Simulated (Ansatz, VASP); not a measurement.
# Li3Ga2 in two plane-wave programs, part 2 of 2

Aim: how closely do two programs agree when they are given the same cell, functional and k mesh?  The structure shown is frame 72 of VASP's trajectory.

VASP 6.6.1 and Ansatz 0.2.0.

So far: Set-up; VASP: dynamics, PBEsol.

## Step 3: Ansatz: single point, PBEsol

Level of this step: Ansatz beside VASP: Kohn-Sham DFT, plane waves, PBEsol (Ansatz).

Ansatz runs on its default PAW (the set named soft_2) files.

The same cell, functional, mesh and smearing now go to Ansatz, which takes its cutoff from its data sets.

File input.yaml:

```yaml
crystal:
  lattice:
    - [4.422049, 2.553071, 9.455665]
    - [-4.422049, 2.553071, 9.455665]
    - [0.0, -5.106143, 9.455665]
  atoms:
    - { symbol: Ga, position: [0.0185070584, 0.2224583715, 0.0938883324] }
    - { symbol: Ga, position: [0.933900481, 0.1732191769, 0.785416721] }
    - { symbol: Ga, position: [0.9901592913, 0.7917278402, 0.0615506383] }
    - { symbol: Ga, position: [0.2335169142, 0.5199094892, 0.5118574238] }
    - { symbol: Ga, position: [0.6840924362, 0.0684597283, 0.0140035458] }
    - { symbol: Ga, position: [0.579350295, 0.9169211813, 0.6948996364] }
    - { symbol: Ga, position: [0.7685331635, 0.5730010696, 0.009831324] }
    - { symbol: Ga, position: [0.5192900839, 0.7502233006, 0.6446407231] }
    - { symbol: Ga, position: [0.6425665355, 0.2527761917, 0.2745073046] }
    - { symbol: Ga, position: [0.2914468563, 0.6198620322, 0.8598124446] }
    - { symbol: Ga, position: [0.4375635326, 0.8568763896, 0.3905869903] }
    - { symbol: Ga, position: [0.4647633584, 0.5855906491, 0.1811056518] }
    - { symbol: Ga, position: [0.7606959613, 0.5238987209, 0.4743360752] }
    - { symbol: Ga, position: [0.0614177284, 0.3246694472, 0.7927045857] }
    - { symbol: Ga, position: [0.8453728769, 0.0263165978, 0.4409173066] }
    - { symbol: Ga, position: [0.7735469932, 0.1726314448, 0.656185859] }
    - { symbol: Li, position: [0.3116543856, 0.0092755562, 0.9723096136] }
    - { symbol: Li, position: [0.6948568037, 0.4325872088, 0.3524751682] }
    - { symbol: Li, position: [0.0297624885, 0.7784859875, 0.6606720072] }
    - { symbol: Li, position: [0.0016802666, 0.4358681284, 0.5397197294] }
    - { symbol: Li, position: [0.3708615412, 0.2213113214, 0.0142540783] }
    - { symbol: Li, position: [0.3143464055, 0.1182334271, 0.4364219775] }
    - { symbol: Li, position: [0.2285231706, 0.9370211994, 0.8410897482] }
    - { symbol: Li, position: [0.6028465301, 0.3822194633, 0.7985779914] }
    - { symbol: Li, position: [0.0950752708, 0.7167782416, 0.282163672] }
    - { symbol: Li, position: [0.464857596, 0.2509712053, 0.6641037577] }
    - { symbol: Li, position: [0.3929759328, 0.5497171629, 0.6110146552] }
    - { symbol: Li, position: [0.0755859046, 0.9171582164, 0.7268081262] }
    - { symbol: Li, position: [0.0215989017, 0.5440239133, 0.9812551677] }
    - { symbol: Li, position: [0.6650229973, 0.5239124623, 0.8649095105] }
    - { symbol: Li, position: [0.712994319, 0.884449045, 0.333160142] }
    - { symbol: Li, position: [0.657715114, 0.9101508061, 0.8910769464] }
    - { symbol: Li, position: [0.0930633153, 0.4644085899, 0.2096448444] }
    - { symbol: Li, position: [0.3460785436, 0.2145293907, 0.554283509] }
    - { symbol: Li, position: [0.2261632069, 0.8438067473, 0.3251746496] }
    - { symbol: Li, position: [0.0736406873, 0.135608793, 0.3570064097] }
    - { symbol: Li, position: [0.9138465173, 0.0666878811, 0.0801493293] }
    - { symbol: Li, position: [0.4362467535, 0.411833365, 0.1125438038] }
    - { symbol: Li, position: [0.7414980297, 0.7212078181, 0.1643177407] }
    - { symbol: Li, position: [0.8802783309, 0.6636888268, 0.6535313788] }
hamiltonian:
  xc: pbesol
  pseudopotentials: { kind: paw }
kpoints:
  mp_grid: { grid: [2, 2, 2] }
scf:
  occupations: { method: fermi_dirac, width: 0.0259 }
  n_extra_bands: 14
output:
  forces: true
  stress: true
  eigenvalues: true
```

Started as:

```sh
$ ansatz run input.yaml --threads 8 --pin off --max-ram 18432MiB --backend cpu --events-out ev --progress --plain --runs-dir out
```

Numbers of over 12 decimals in the logs are rounded to 6 here.

The log of the run:

```text
scf.n_extra_bands = 14 over 140 filled bands (N_el = 280.0): the run solves 154 bands
Engine: ansatz 0.2.0, aarch64-unknown-linux-gnu
Pseudopotentials: kind: paw
Pseudopotential: Ga, paw, valence charge 13, recommended cutoff 420 eV (normal), Ga.paw.azcp
Pseudopotential: Li, paw, valence charge 3, recommended cutoff 420 eV (normal), Li.paw.azcp
Functional definition: PBEsol
  exchange = pbesol_x
  correlation = pbesol_c
Crystal: 40 atoms, lattice volume = 640.516 Å³
Basis set: ecut = 420 eV, 12535 PW (Γ), exchange–correlation on 144×144×144 points (8 copies of the dense FFT grid, shifted against one another)
Bands: 154, of which v1, the nominal top of the filled ones, is band 140 counted from 1 (139 counted from 0)
Symmetry: 1 space group operations
Space group: P1 (ITA 1), of the structure as read, at distance tolerance 8.6e-5 Å
k-points: 8
Non-local potential: Ga, projectors of the file, l = 0: 2, l = 1: 2, l = 2: 3, l = 3: 1
Non-local potential: Li, projectors of the file, l = 0: 3, l = 1: 2, l = 2: 1
PAW form: soft (Blöchl's): semilocal exchange-correlation on the pseudo side does not see the compensation charge
PAW frozen core: Ga, regenerated for the run's functional, and the local potential with it (the file was generated under x = pbe(κ = 0.804, μ = 0.219515), c = pbe(β = 0.066725))
PAW one-centre angular grid: Ga, 590 points (default); XC on 64 Gauss nodes
PAW one-centre angular grid: Li, 110 points (default); XC on 64 Gauss nodes
Initial density: superposition of atomic densities (neutral atoms: chi_scale 0, normalization atom), corrected by the library's trained network
Initial wavefunctions: pseudopotential atomic-orbital guess
Functional: x = pbesol(κ = 0.804, μ = 0.123457), c = pbesol(β = 0.046)
SCF iter   1: F=—  HF=-64767.511608 eV  |F-HF|=—  |Δ(HF+E_count)|=         —  Δρ=3.37e-3  dr2=2.58e-1  ethr=1.77e-3  ⟨swp⟩=6.5  Hψ=5125  notcnv=0
preconditioner: auto → Kerker (q_TF=auto, 2.377 Å⁻¹)  [metal: Δε(μ)=0.026 eV  Ē_g=12.436 eV  σ=0.026 eV  W_gap=0.24  n_scr=144 (ndim 8)  ℏωp=22.3 eV  f_vac=0.000  D(μ)=13.00/eV (n_scr^D=70)]
SCF iter   2: F=—  HF=-64767.460294 eV  |F-HF|=—  |Δ(HF+E_count)|=   5.13e-2  Δρ=1.85e-3  dr2=1.10e-1  ethr=9.20e-5  ⟨swp⟩=2.0  Hψ=1576  notcnv=0  defer=17
SCF iter   3: F=—  HF=-64767.441293 eV  |F-HF|=—  |Δ(HF+E_count)|=   1.90e-2  Δρ=7.83e-4  dr2=1.20e-2  ethr=3.91e-5  ⟨swp⟩=2.0  Hψ=1495  notcnv=0  defer=17
SCF iter   4: F=—  HF=-64767.437506 eV  |F-HF|=—  |Δ(HF+E_count)|=   3.79e-3  Δρ=4.06e-4  dr2=2.89e-3  ethr=4.29e-6  ⟨swp⟩=2.0  Hψ=2144  notcnv=0  defer=17
SCF iter   5: F=—  HF=-64767.436782 eV  |F-HF|=—  |Δ(HF+E_count)|=   7.24e-4  Δρ=1.09e-4  dr2=1.75e-4  ethr=1.03e-6  ⟨swp⟩=2.0  Hψ=2147  notcnv=0  defer=17
SCF iter   6: F=—  HF=-64767.436752 eV  |F-HF|=—  |Δ(HF+E_count)|=   2.99e-5  Δρ=4.09e-5  dr2=2.91e-5  ethr=6.24e-8  ⟨swp⟩=2.0  Hψ=2144  notcnv=0  defer=17
SCF iter   7: F=—  HF=-64767.436638 eV  |F-HF|=—  |Δ(HF+E_count)|=   1.14e-4  Δρ=2.28e-5  dr2=3.49e-6  ethr=1.04e-8  ⟨swp⟩=2.0  Hψ=2150  notcnv=0  defer=17
SCF iter   8: F=—  HF=-64767.436636 eV  |F-HF|=—  |Δ(HF+E_count)|=   2.03e-6  Δρ=9.48e-6  dr2=1.04e-6  ethr=1.25e-9  ⟨swp⟩=2.0  Hψ=2144  notcnv=0  defer=17
SCF iter   9: F=—  HF=-64767.436636 eV  |F-HF|=—  |Δ(HF+E_count)|=   3.55e-7  Δρ=2.90e-6  dr2=1.59e-7  ethr=3.71e-10  ⟨swp⟩=2.0  Hψ=2135  notcnv=0  defer=17
SCF iter  10: F=-64767.436636 eV  HF=-64767.436636 eV  |F-HF|=7.69e-9  |Δ(HF+E_count)|=   2.91e-8  Δρ=9.16e-7  dr2=1.25e-8  ethr=3.57e-11  ⟨swp⟩=8.1  Hψ=4780  notcnv=0
SCF 1 converged in 10 iterations: F = -64767.436636 eV  dr2 = 1.25e-8
  greatest PAW one-centre occupation: 1.000 electrons in one spin orbital (limit 2), on the Li atom at site 23 (counted from 0), in its partial waves of l = 0
SCF converged after 10 iterations
Free energy (F): -64767.436636 eV
Harris-Foulkes:  -64767.436636 eV  (|F-HF|=7.69e-9)
Internal energy: -64767.408069 eV  (E = F + TS)
E sigma→0 (E₀):  -64767.422352 eV
Entropy (-TS):   -0.028566 eV (-0.714 meV/atom)
Fermi energy:    5.693160 eV
--- Per-component energies (eV) ---
  E_band       = -3216.134444
  E_kinetic    = 2392.373167
  E_local      = -39743.135479  (includes V_loc(G=0)·N_el)
  E_nonlocal   = 5973.217791
  E_hartree    = 18100.634206
  E_xc         = -1363.482613
  E_vxc        = -1274.231581  (∫ρ·V_xc dr)
  E_paw        = -31607.084970  (= ΣΔE_a)
  E_vpaw       = -6765.624437  (= ΣTr[D̂ρ^β])
  E_aug_tail   = -0.001587  (compensation charges beyond the density's cutoff)
  E_ewald      = -18533.736230
  E_core_change = 13.807645  (= ΣΔE_core)
  E_smearing   = -0.028566  (= −TS)
  E_closure    = -0.000000  (closes the sum)
  Σ components = -64767.436636   (vs F -64767.436636, Δ=0.00e0)
--- Forces (eV/Å), atoms counted from 1 ---
  atom   1  Ga    -0.45599200    -0.81995605     0.89456128
  atom   2  Ga    -0.38625442     0.67753175     0.16354595
  atom   3  Ga    -0.28181913     0.05487835     0.38198029
  atom   4  Ga    -0.21529999     0.15722361     0.45723525
  atom   5  Ga     0.38926640    -0.69079058    -0.28475489
  atom   6  Ga    -0.00669240    -0.09904462    -0.28826097
  atom   7  Ga     0.29151533     0.39093922    -0.50272215
  atom   8  Ga    -0.17057632     0.28437090     0.01291423
  atom   9  Ga     0.12716941    -0.07385416    -0.02067609
  atom  10  Ga    -0.11235618    -0.80233246    -0.07264957
  atom  11  Ga     0.00301789    -0.13769690    -0.38846109
  atom  12  Ga    -1.10213405    -0.03808792     0.10213781
  atom  13  Ga    -0.11221921     0.35902248    -0.34942939
  atom  14  Ga    -0.08493330    -0.48754894    -0.16337758
  atom  15  Ga     0.23837790    -0.16589818     0.13799487
  atom  16  Ga    -0.12790019     0.07521839    -0.02897261
  atom  17  Li     0.27931794     0.02437039    -0.34081644
  atom  18  Li     0.32612909     0.02922704    -0.37418059
  atom  19  Li    -0.14375218    -0.07218632    -0.34361533
  atom  20  Li    -0.07131217     0.39052162     0.00799268
  atom  21  Li    -0.08658315    -0.07355443    -0.03713514
  atom  22  Li    -0.05746080    -0.00668374    -0.17587264
  atom  23  Li     0.44327642    -0.05551875     0.14687609
  atom  24  Li    -0.32960270    -0.07048087     0.02307250
[...]
atom  33  Li     0.13529970    -0.39669837     0.16033540
  atom  34  Li     0.35096263     0.05466468    -0.06162872
  atom  35  Li     0.25276330     0.21775888    -0.04458992
  atom  36  Li    -0.10588816    -0.03564925     0.13505184
  atom  37  Li    -0.17226003    -0.09637062     0.26355363
  atom  38  Li    -0.06234382    -0.63830970    -0.33934803
  atom  39  Li    -0.29900754     0.05395723    -0.02817544
  atom  40  Li    -0.21537177     0.51443065     0.35478040
  max |Σ_I F_I| component: 2.15e-5 eV/Å
--- Stress (GPa, compression-positive) ---
        1.528801      -0.199464      -0.631677
       -0.199464       3.504373      -0.130681
       -0.631677      -0.130681       1.526002
  P = ⅓ Tr σ = 2.1864 GPa (21.864 kbar)
--- Band table (eV; the first three rows and the last of 8) ---
  k-point 0: bands = [... 136 lower, 5.1514, 5.2468, 5.3161, 5.4742, 5.7414, 5.8808, 6.1983, 6.4293, ... 10 higher]
  k-point 1: bands = [... 136 lower, 4.9592, 5.0766, 5.4904, 5.5649, 5.7704, 6.0373, 6.2323, 6.4704, ... 10 higher]
  k-point 2: bands = [... 136 lower, 4.9181, 5.1191, 5.2554, 5.4760, 5.7467, 5.7670, 6.0899, 6.3516, ... 10 higher]
  k-point 7: bands = [... 136 lower, 5.1463, 5.2925, 5.6843, 5.7041, 5.8043, 6.0515, 6.2031, 6.3093, ... 10 higher]
```

It took 17 s on 8 threads of Arm Neoverse N1, shared host; peak memory 4.1 GiB; 2.2 min of CPU time.

Reading the cycles: dr2 is the Hartree energy of the density residual (eV), the measure of convergence; HF is the Harris–Foulkes estimate of the energy, which meets the free energy F at convergence.

The run ends at a pressure of 2.19 GPa, with forces up to 1.3 eV/Å.

## Step 4: Comparison

Known differences besides the PAW data sets themselves: the data sets hold 280 valence electrons in Ansatz (default PAW (the set named soft_2) files) and 72 in VASP; the cutoff is 420 eV in Ansatz and 220 eV in VASP (PREC = Normal, projectors in real space); Ansatz makes its cores anew for this functional, VASP keeps those of its PBE data sets; VASP leaves aspherical gradient terms in its spheres out (LASPH is not set), Ansatz keeps them. Total energies have different zeros and are not compared.

Forces on 10 of the 40 atoms, picked by the larger force of the two programs (eV/Å; atoms numbered as in POSCAR):

```
atom          Ansatz x, y, z            VASP x, y, z
 Ga1   -0.456, -0.820, 0.895   -0.446, -0.845, 0.936
 Ga2    -0.386, 0.678, 0.164    -0.381, 0.739, 0.186
 Ga5   0.389, -0.691, -0.285   0.344, -0.777, -0.310
 Ga7    0.292, 0.391, -0.503    0.306, 0.445, -0.491
Ga10  -0.112, -0.802, -0.073  -0.082, -0.809, -0.102
Ga12   -1.102, -0.038, 0.102   -1.185, -0.020, 0.093
Li29     0.746, 0.394, 0.246     0.756, 0.399, 0.240
Li30    0.483, -0.048, 0.439    0.492, -0.050, 0.437
Li38  -0.062, -0.638, -0.339  -0.065, -0.651, -0.353
Li40    -0.215, 0.514, 0.355    -0.229, 0.519, 0.351
```

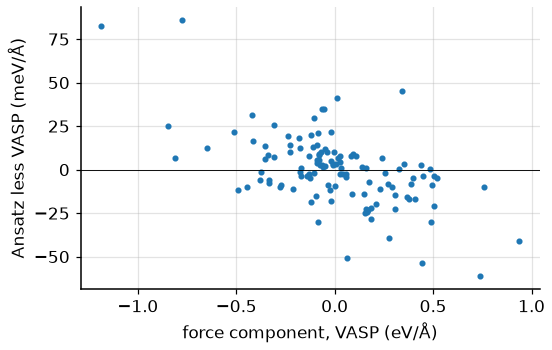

Difference of the force components against their size.

The forces differ by 21 meV/Å r.m.s., which is 6.4 % of the r.m.s. force of 0.33 eV/Å (both taken over all components).

## Step 5: What moves the difference

The difference is large enough to ask for its cause, so further runs change the set-up of one program at a time, as the table lists.

```
                                                           run  r.m.s. force difference (% of the r.m.s. force)
                                                      as above                                              6.4
cores kept as stored, as VASP does, whose cores stay as stored                                              6.4
                   norm-conserving potentials (cutoff 1088 eV)                                              5.3
```

## Step 6: Summary of results

```yaml
r_m_s_force_difference_single_point_pbesol: 6.4 % of the r.m.s. force
```

The r.m.s. force difference is 6.4 % of the r.m.s. force (single point, PBEsol), beyond the 3 % picked in this series as the mark of a large difference. For single point, PBEsol: no further run halves the r.m.s. force difference; only Ansatz's side was varied. 1 further run on this material is not shown. How closely two codes agree says nothing of how well the functional describes the real material.

[Lines on the potential files, build, host, timing and source positions are cut from VASP's logs without a mark.]

[Logs are printed without paths, hosts, clocks, repeated set-up lines and the standing remarks that a program may print on its own settings, such as how far it seeks lower states.]

[Hosts, paths, dates, database ids (printed as entryN), source tags and the programs' standing remarks are cut or masked in the printed files.]
